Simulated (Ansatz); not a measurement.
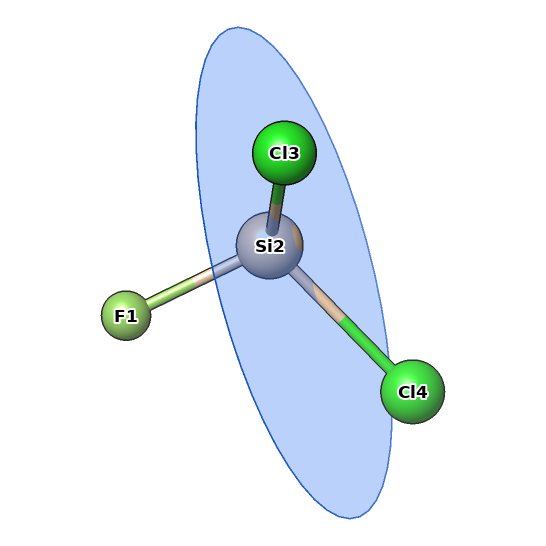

A disc through the centre of mass is drawn in. Atoms fade into the background with distance from the viewer. State: neutral, doublet. Computed geometry: PBE0-D4/def2-TZVP optimisation. No frequency run is at hand to confirm it as a minimum.

Is the plane of the disc a mirror plane of the structure?

No. The point group is Cs, with 1 mirror plane, and this plane isn't one of its mirror planes.
